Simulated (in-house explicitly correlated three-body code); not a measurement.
# Two electrons around a charge of +27.332: exact states and exact Kohn–Sham parts

Aim: the lowest states of two electrons around a charge of +27.332 to near-exact accuracy, with their sizes and correlation, then the exact Kohn–Sham parts of the ground state and the errors of common functionals.

Method: two electrons, non-relativistic, variational in exponentially correlated functions. Code: in-house explicitly correlated three-body code version 1.

### 1 What is computed

```
charge of the centre : +27.332
mass of the centre   : infinite
interactions         : Coulomb
basis                : 260 functions exp(−a r1 − b r2 − g r12) a state, exponent ranges optimised
units                : hartree and bohr; relativity and QED are left out
```

### 2 The variational calculation

Settings:

```ini
Z = 27.332
interaction_strength = 1.0
functions = 260
states_tried = 13
```

The run is started by

```sh
> python run_hyl.py task.json out
```

From the run's result record (rounded, not every field):

```text
{
  "status": "converged",
  "states [hartree, bohr]": [
    {"name": "1 1S", "E": -730.1130721174, "change": -7.2e-08, "T": 730.11307015, "inv_r": 27.01950574, "inv_r12": 16.76811934, "r": 0.0556452953, "r2": 0.00413578643, "r12": 0.0814338983, "r12_2": 0.00830949606, "cos": -0.004871682, "p1p2": 3.5259563, "d1": 6342.106, "d12": 756.34},
    {"name": "2 3S", "E": -461.8100158233, "change": 1.4e-09, "T": 461.8100156, "inv_r": 16.98853222, "inv_r12": 5.041094117, "r": 0.139468422, "r2": 0.0312748475, "r12": 0.233489609, "r12_2": 0.0625988666, "cos": -0.00170051, "p1p2": 0.28234373, "d1": 3630.951, "d12": 0.0},
    {"name": "2 3P", "E": -460.8029177772, "change": 1.4e-07, "T": 460.80291709, "inv_r": 16.96962447, "inv_r12": 6.021717232, "r": 0.121626663, "r2": 0.0233041216, "r12": 0.201969025, "r12_2": 0.0481010929, "cos": -0.07628176, "p1p2": -54.410899, "d1": 3239.941, "d12": 0.0},
    {"name": "2 1S", "E": -460.6768338195, "change": 5.6e-07, "T": 460.67683224, "inv_r": 16.96659395, "inv_r12": 6.108225787, "r": 0.140726017, "r2": 0.0319534814, "r12": 0.232905534, "r12_2": 0.0639961687, "cos": -0.002849347, "p1p2": 0.31770774, "d1": 3623.237, "d12": 143.5},
    {"name": "2 1P", "E": -459.9522177837, "change": 4.1e-07, "T": 459.9522169, "inv_r": 16.95258326, "inv_r12": 6.791576667, "r": 0.122648401, "r2": 0.0237627495, "r12": 0.194644268, "r12_2": 0.0461999815, "cos": 0.06853521, "p1p2": 53.842399, "d1": 3252.046, "d12": 44.644},
    {"name": "3 3S", "E": -412.4920923488, "change": 7.1e-08, "T": 412.49209247, "inv_r": 15.1375832, "inv_r12": 2.496663113, "r": 0.280921868, "r2": 0.147940056, "r12": 0.510966996, "r12_2": 0.295912152, "cos": -0.0005875724, "p1p2": 0.084370782, "d1": 3361.591, "d12": 0.0},
    {"name": "3 3P", "E": -412.2126593499, "change": 8.8e-08, "T": 412.21265904, "inv_r": 15.13229515, "inv_r12": 2.766463487, "r": 0.26368355, "r2": 0.130600023, "r12": 0.477386115, "r12_2": 0.261473517, "cos": -0.01761469, "p1p2": -12.387069, "d1": 3247.263, "d12": 0.0},
    {"name": "3 1S", "E": -412.1935563692, "change": 3.4e-07, "T": 412.19354885, "inv_r": 15.13181582, "inv_r12": 2.778474814, "r": 0.282739308, "r2": 0.150083339, "r12": 0.513894796, "r12_2": 0.300207744, "cos": -0.0009124685, "p1p2": 0.10366525, "d1": 3359.992, "d12": 41.416},
    {"name": "3 1P", "E": -411.9837031363, "change": 1.2e-07, "T": 411.9837003, "inv_r": 15.12776564, "inv_r12": 2.976777641, "r": 0.265117177, "r2": 0.132176356, "r12": 0.478311282, "r12_2": 0.264151594, "cos": 0.01579547, "p1p2": 12.594012, "d1": 3249.82, "d12": 14.105},
    {"name": "4 3S", "E": -395.3741127839, "change": 2.2e-06, "T": 395.37406961, "inv_r": 14.49247658, "inv_r12": 1.468557221, "r": 0.479341694, "r2": 0.461458765, "r12": 0.906032177, "r12_2": 0.922937915, "cos": -0.0002588819, "p1p2": 0.035664775, "d1": 3296.659, "d12": 0.0},
    {"name": "4 3P", "E": -395.2587928039, "change": 2.2e-08, "T": 395.25879119, "inv_r": 14.49028798, "inv_r12": 1.579518103, "r": 0.462693524, "r2": 0.431756093, "r12": 0.873078598, "r12_2": 0.863617429, "cos": -0.0068602, "p1p2": -4.7987123, "d1": 3248.697, "d12": 0.0},
    {"name": "4 1S", "E": -395.253067524, "change": 9.2e-07, "T": 395.25306829, "inv_r": 14.49013796, "inv_r12": 1.582765588, "r": 0.481752672, "r2": 0.466440797, "r12": 0.910580152, "r12_2": 0.932905462, "cos": -0.0003945014, "p1p2": 0.045204814, "d1": 3296.036, "d12": 17.293},
    {"name": "4 1P", "E": -395.1652922625, "change": 3.4e-07, "T": 395.16529136, "inv_r": 14.48844437, "inv_r12": 1.665739602, "r": 0.464586469, "r2": 0.435525972, "r12": 0.876133541, "r12_2": 0.870990188, "cos": 0.006134721, "p1p2": 4.9186008, "d1": 3249.667, "d12": 6.0581}
  ],
  "threshold [hartree]": -373.519112,
  "transitions": [
    ["1 1S", "2 1P", 270.16085, 0.004402227],
    ["1 1S", "3 1P", 318.12937, 0.0007329105],
    ["1 1S", "4 1P", 334.94778, 0.0002574289],
    ["2 1S", "2 1P", 0.72461604, 0.03898756],
    ["2 1S", "3 1P", 48.693131, 0.01286117],
    ["2 1S", "4 1P", 65.511542, 0.002295927],
    ["3 1S", "2 1P", -47.758661, 0.00141754],
    ["3 1S", "3 1P", 0.20985323, 0.2339573],
    ["3 1S", "4 1P", 17.028264, 0.04073076],
    ["4 1S", "2 1P", -64.69915, 0.0002323902],
    ["4 1S", "3 1P", -16.730636, 0.009432073],
    ["4 1S", "4 1P", 0.087775262, 0.7795913],
    ["2 3S", "2 3P", 1.007098, 0.03824873],
    ["2 3S", "3 3P", 49.597356, 0.01240269],
    ["2 3S", "4 3P", 66.551223, 0.002234061],
    ["3 3S", "2 3P", -48.310825, 0.001411611],
    ["3 3S", "3 3P", 0.279433, 0.2311812],
    ["3 3S", "4 3P", 17.2333, 0.03955071],
    ["4 3S", "2 3P", -65.428805, 0.0002295725],
    ["4 3S", "3 3P", -16.838547, 0.009526319],
    ["4 3S", "4 3P", 0.11531998, 0.7727678]
  ],
  "polarisability [au]": {
    "1 1S": {"alpha": 1.700994e-05, "c6": 6.73369e-08, "f_sum": 2.0},
    "2 1S": {"alpha": 0.0361141, "c6": 0.000720676, "f_sum": 1.999996},
    "2 3S": {"alpha": 0.0255526, "c6": 0.000504186, "f_sum": 1.999991}
  },
  "kohn_sham [hartree]": {"Ts": 730.067135, "hartree": 33.7206203, "Ex": -16.8603102, "Tc": 0.045934861, "Uc": -0.0921908333, "Ec": -0.0462559723, "norm": 1.99999986},
  "hartree_fock [hartree]": [-730.06676641, -356.603196]
}
```

«change» is the move of the energy from 170 to 260 functions; states that moved too far are left out. d1 and d12 are the expectation values of δ(r1) and δ(r12).

Run time: 17 s. Hardware: 1 thread of AMD EPYC 9R45 (Zen 5), shared host.

### 3 The bound states

Binding counts from the one-electron threshold at -373.519112 hartree:

```
state  binding (eV)  excitation (eV)  quantum defect      ⟨r⟩  ⟨r12⟩ (bohr)  ⟨cos θ12⟩
 1 ¹S       9703.42                0           0.014  0.05565       0.08143    -0.0049
 2 ³S       2402.52          7300.90           0.018   0.1395        0.2335    -0.0017
 2 ³P       2375.11          7328.30           0.007   0.1216        0.2020    -0.0763
 2 ¹S       2371.68          7331.73           0.006   0.1407        0.2329    -0.0028
 2 ¹P       2351.96          7351.45          -0.003   0.1226        0.1946     0.0685
 3 ³S       1060.51          8642.91           0.017   0.2809        0.5110    -0.0006
 3 ³P       1052.91          8650.51           0.007   0.2637        0.4774    -0.0176
 3 ¹S       1052.39          8651.03           0.006   0.2827        0.5139    -0.0009
 3 ¹P       1046.67          8656.74          -0.002   0.2651        0.4783     0.0158
 4 ³S       594.705          9108.71           0.017   0.4793        0.9060    -0.0003
 4 ³P       591.567          9111.85           0.007   0.4627        0.8731    -0.0069
 4 ¹S       591.411          9112.00           0.006   0.4818        0.9106    -0.0004
 4 ¹P       589.023          9114.39          -0.002   0.4646        0.8761     0.0061
```

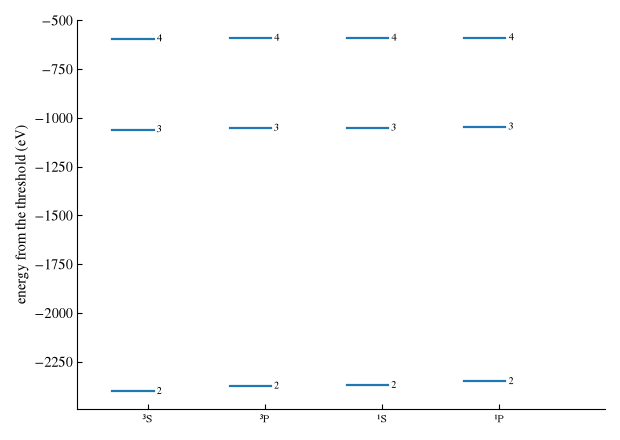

Excited levels under the threshold, term by term; numbers give n.

### 4 Electric-dipole lines

Oscillator strengths from the S state (negative where P lies lower) and rates of the upper state's decay:

```
   S     P  E(P) − E(S) (eV)         f  rate (1/s)
1 ¹S  2 ¹P            7351.5    0.7929   6.198e+14
1 ¹S  3 ¹P            8656.7    0.1554   1.685e+14
1 ¹S  4 ¹P            9114.4   0.05748   6.907e+13
2 ¹S  2 ¹P            19.718   0.01883   1.059e+08
2 ¹S  3 ¹P            1325.0    0.4175   1.060e+13
2 ¹S  4 ¹P            1782.7    0.1003   4.609e+12
3 ¹S  2 ¹P           -1299.6  -0.04513   3.308e+12
3 ¹S  3 ¹P            5.7104   0.03273   1.544e+07
3 ¹S  4 ¹P            463.36    0.4624   1.436e+12
4 ¹S  2 ¹P           -1760.6  -0.01002   1.348e+12
4 ¹S  3 ¹P           -455.26   -0.1052   9.462e+11
4 ¹S  4 ¹P            2.3885   0.04562   3.764e+06
2 ³S  2 ³P            27.405   0.02568   2.790e+08
2 ³S  3 ³P            1349.6    0.4101   1.080e+13
2 ³S  4 ³P            1811.0   0.09912   4.702e+12
3 ³S  2 ³P           -1314.6  -0.04546   3.409e+12
3 ³S  3 ³P            7.6038   0.04307   3.602e+07
3 ³S  4 ³P            468.94    0.4544   1.445e+12
4 ³S  2 ³P           -1780.4  -0.01001   1.377e+12
4 ³S  3 ³P           -458.20   -0.1069   9.742e+11
4 ³S  4 ³P            3.1380   0.05941   8.462e+06
```

### 5 The exact density, inverted

With two electrons in one orbital the density fixes the Kohn–Sham potential directly; exchange is minus half the Hartree term. On a radial grid:

```
r (bohr)    4πr²n     v_x  pair density 4πr12²h  Coulomb hole
 0.00146   0.3137  -26.99               0.02027     -7.27e-04
 0.00196   0.5501  -26.97               0.03651      -0.00129
 0.00263   0.9549  -26.93               0.06568      -0.00228
 0.00352    1.629  -26.87                0.1174      -0.00398
 0.00471    2.734  -26.76                0.2095      -0.00686
 0.00631    4.496  -26.57                0.3734       -0.0117
 0.00845    7.175  -26.26                0.6609       -0.0194
  0.0113    10.98  -25.76                 1.154       -0.0312
  0.0152    16.07  -24.96                 2.000       -0.0480
  0.0203    21.72  -23.78                 3.317       -0.0674
  0.0272    26.80  -22.08                 5.257       -0.0837
  0.0364    29.15  -19.83                 7.674       -0.0833
  0.0488    26.79  -17.07                 9.921       -0.0529
  0.0653    19.69  -14.06                 10.67       0.00180
  0.0875    10.70  -11.08                 8.826        0.0437
   0.117    3.921  -8.481                 5.058        0.0397
   0.157   0.8259  -6.362                 1.716        0.0128
    0.21  0.08636  -4.761                0.2925      5.46e-04
```

The last two columns are read against r12, and the hole is the exact less the Kohn–Sham pair density.

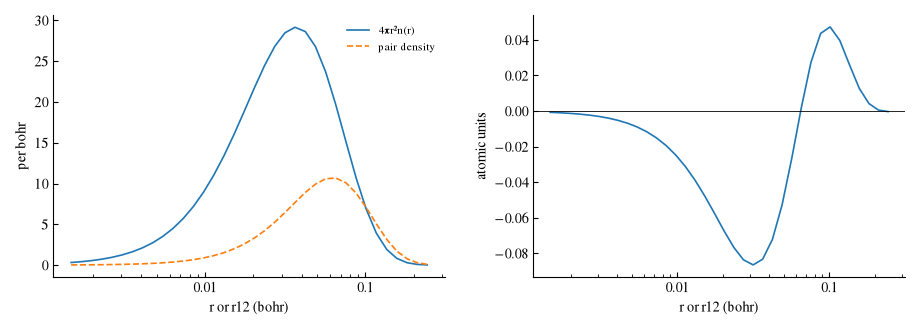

Radial density and pair density (left); Coulomb hole (right).

### 6 Functionals against the exact answer

Errors in millihartree. The functional-driven error is that on the exact density; the rest comes from the functional's own density. Hybrids were run self-consistently alone, so they have no split; a dash in a self-consistent column means that the top level came out unbound:

| functional | exchange | correlation | functional-driven | density-driven | total, self-consistent | top level + binding (eV) |
| --- | --- | --- | --- | --- | --- | --- |
| LDA VWN5 | +2395.4 | -215.4 | +2180.0 | -2.8 | +2177.2 | +191.47 |
| LDA PW92 | +2395.4 | -214.6 | +2180.8 | -2.8 | +2178.0 | +191.48 |
| PBE | +345.8 | -2.0 | +343.7 | -1.5 | +342.3 | +170.92 |
| PBEsol | +1062.5 | -16.8 | +1045.8 | -1.5 | +1044.3 | +179.65 |
| BLYP | +140.5 | -3.6 | +136.9 | -1.2 | +135.7 | +168.58 |
| RPBE | +62.3 | -2.0 | +60.3 | -1.5 | +58.8 | +168.71 |
| PW91 | +295.5 | -24.2 | +271.2 | -1.5 | +269.7 | +169.34 |
| BP86 | +140.5 | -130.9 | +9.6 | -1.1 | +8.5 | +167.56 |
| OLYP | +97.7 | -3.6 | +94.1 | -1.1 | +93.0 | +168.33 |
| AM05 | +1854.4 | -181.1 | +1673.4 | -1.9 | +1671.5 | +187.95 |
| TPSS | -3.5 | -3.0 | -6.5 | -0.3 | -6.9 | +157.10 |
| revTPSS | -2.8 | -4.8 | -7.6 | -0.2 | -7.8 | +154.73 |
| SCAN | -3.9 | +0.9 | -3.0 | -0.3 | -3.2 | +150.71 |
| r2SCAN | -3.9 | +0.9 | -3.0 | -0.3 | -3.2 | +150.71 |
| M06-L | -190.8 | -27.6 | -218.4 | -2.3 | -220.7 | +149.48 |
| PBE0 | – | – | – | – | +256.5 | +127.90 |
| B3LYP (VWN-RPA) | – | – | – | – | +239.5 | +136.01 |
| HSE06 | – | – | – | – | +238.0 | +128.21 |
| ωB97X | – | – | – | – | -650.0 | +135.03 |
| r2SCAN0 | – | – | – | – | -2.1 | +112.81 |

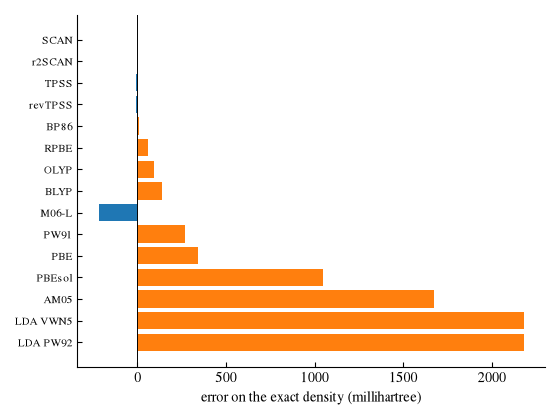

Exchange–correlation error of each functional on the exact density.

### 7 Summary of results

```
                          quantity                                   value
               ground-state energy                   -730.11307212 hartree
    binding of the second electron                               9703.4 eV
                  ⟨r12⟩, ⟨cos θ12⟩                   0.08143 bohr, -0.0049
          resonance line 1 ¹S–2 ¹P                   7351.5 eV, f = 0.7929
polarisability of the ground state                        1.7010e-05 bohr³
            Ts, Ex, Ec (Kohn–Sham)  730.06714, -16.86031, -0.04626 hartree
           exact less Hartree–Fock                        -0.04631 hartree
```

**Reading.** The second electron is bound by 9703 eV, and the mean cosine of -0.005 shows the electrons leaning only slightly to opposite sides. The virial ratio −T/E is 1.0000000, where an exact Coulomb state gives 1. Exchange puts 2 ³S 30.8 eV under 2 ¹S. On the exact density SCAN errs least (-3.0 millihartree) and LDA PW92 most (+2180.8). Self-consistent top levels of the semilocal functionals lie +149.5 to +191.5 eV from minus the binding energy, the exact Kohn–Sham level. For so high a charge relativity is large, so this is a model system.
